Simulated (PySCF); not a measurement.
# CCSD(T)/STO-3G run of BHCl2 (SMILES [H]B(Cl)Cl)

What is the energy change on altering one bond length of BHCl2 at CCSD(T)/STO-3G? The job is set up through a Python script.

The results are computed with PySCF 2.14.0.

23 further runs of the same task are left out: 10 that didn't finish, 13 set aside as unsound or not needed.

## 1. The structure to begin with

BHCl2 has 4 atoms, charge 0, and is taken as a singlet. SMILES: `[H]B(Cl)Cl`. The shape is that of a GFN2-xTB optimisation.

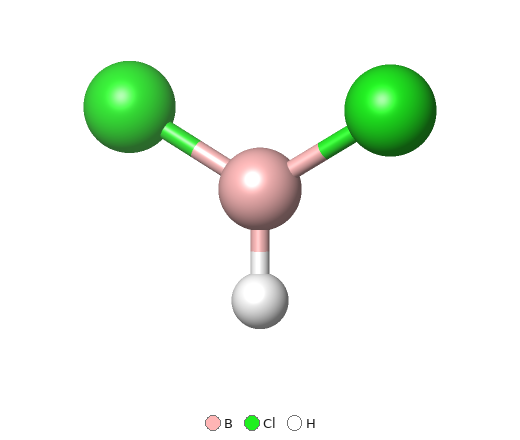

Viewed from a chosen angle; boron pink, chlorine green, hydrogen white.

## 2. A single-point energy at CCSD(T)/STO-3G

job.py reads:

```python
# BCl2H
from pyscf import gto, cc

mol = gto.M(
    atom='B -0.067270 -0.112350 0.001160; Cl 1.633390 -0.145760 0.012580; Cl -0.893540 1.375320 -0.017490; H -0.672580 -1.117210 0.003750',
    spin=0,
    verbose=3,
    basis='sto-3g',
    max_memory=1860,
    charge=0,
)

hf = mol.RHF()
hf.conv_tol = 1e-10
hf.kernel()
if not hf.converged:
    hf = hf.newton().run(hf.mo_coeff, hf.mo_occ)

mycc = cc.CCSD(hf, frozen=11)
mycc.kernel()
e_t = mycc.ccsd_t()
e_tot = mycc.e_tot + e_t
print('E(%s) = %.9f' % ('CCSD(T)', e_tot))
```

Run with:

```bash
$ OMP_NUM_THREADS=1 python job.py
```

The log of the run:

```text
converged SCF energy = -934.177968673401
E(CCSD) = -934.243335754076  E_corr = -0.06536708067467088
CCSD(T) correction = -0.00233593455397356
E(CCSD(T)) = -934.245671689
```

Run time: 0.95 s. Hardware: 1 thread of Arm Neoverse V1, shared host; peak memory 0.12 GiB.

## 3. The distorted shape, same level

job.py reads:

```python
from pyscf import gto, cc

mol = gto.M(
    atom='''
B      1.746559    -3.585808     0.044484
Cl     4.960340    -3.648944     0.066065
Cl    -1.688546     2.598978    -0.033051
H      0.602688    -5.484718     0.049379
''',
    verbose=4,
    unit='bohr',
    max_memory=1860,
    spin=0,
    basis='sto-3g',
)

mf = mol.RHF()
mf.conv_tol = 1e-10
mf.kernel()
if not mf.converged:
    mf = mf.newton().run(mf.mo_coeff, mf.mo_occ)

mycc = cc.CCSD(mf, frozen=11)
mycc.kernel()
e_t = mycc.ccsd_t()
energy = mycc.e_tot + e_t
print('Final energy', energy)
```

Run with:

```bash
$ OMP_NUM_THREADS=1 python job.py
```

The log of the run:

```text
PySCF version 2.14.0

[INPUT] num. atoms = 4
[INPUT] num. electrons = 40
[INPUT] charge = 0
[INPUT] spin (= nelec alpha-beta = 2S) = 0
[INPUT] symmetry False subgroup None
[INPUT] Mole.unit = bohr
[INPUT] Symbol           X                Y                Z      unit          X                Y                Z       unit  Magmom
[INPUT]  1 B      0.924239220327  -1.897527876335   0.023539919051 AA    1.746559000000  -3.585808000000   0.044484000000 Bohr   0.0
[INPUT]  2 Cl     2.624898886415  -1.930938008723   0.034960092439 AA    4.960340000000  -3.648944000000   0.066065000000 Bohr   0.0
[INPUT]  3 Cl    -0.893540062790   1.375319929282  -0.017489835998 AA   -1.688546000000   2.598978000000  -0.033051000000 Bohr   0.0
[INPUT]  4 H      0.318928754895  -2.902387773923   0.026130241498 AA    0.602688000000  -5.484718000000   0.049379000000 Bohr   0.0

[... 90 lines left out ...]
converged SCF energy = -933.875689560862
[... 12 lines left out ...]
Init t2, MP2 energy = -933.994943480309  E_corr(MP2) -0.119253919446355
[... 31 lines left out ...]
CCSD converged
[... 2 lines left out ...]
Final energy -934.07347546086
```

Run time: 1.2 s. Hardware: 1 thread of Arm Neoverse V1, shared host; peak memory 0.12 GiB.

## 4. Outcome

At CCSD(T)/STO-3G, 11 core orbitals frozen:

```
                                                          quantity          value
                                         first shape: total energy  -934.24567 Eh
                 first shape: dipole moment (Hartree–Fock density)         1.20 D
                  first shape: HOMO energy (Hartree–Fock orbitals)      -11.34 eV
                  first shape: LUMO energy (Hartree–Fock orbitals)        5.07 eV
                first shape: HOMO–LUMO gap (Hartree–Fock orbitals)       16.41 eV
         first shape: correlation energy (11 core orbitals frozen)      -67.7 mEh
                                       first shape: (T) correction      -2.34 mEh
                                        first shape: T1 diagnostic          0.013
                                     distorted shape: total energy  -934.07348 Eh
             distorted shape: dipole moment (Hartree–Fock density)         8.08 D
              distorted shape: HOMO energy (Hartree–Fock orbitals)       -5.76 eV
              distorted shape: LUMO energy (Hartree–Fock orbitals)       -0.67 eV
            distorted shape: HOMO–LUMO gap (Hartree–Fock orbitals)        5.09 eV
     distorted shape: correlation energy (11 core orbitals frozen)     -197.8 mEh
                                   distorted shape: (T) correction     -18.35 mEh
                                    distorted shape: T1 diagnostic          0.104
energy change with the B1–Cl3 bond stretched from 1.702 to 3.744 Å       4.686 eV
```

**Reading.** With the B1–Cl3 bond stretched from 1.702 to 3.744 Å the energy rises by 4.69 eV (452 kJ/mol). The first shape isn't relaxed at this level, so the change isn't measured from a minimum. The minimal basis adds a large error of its own. The triples (first shape) make up 3.5 % of the correlation energy. The T1 diagnostic (distorted shape) of 0.104 is above the customary mark for such species, so a single reference may not serve. The triples (distorted shape) make up 9.3 % of the correlation energy.
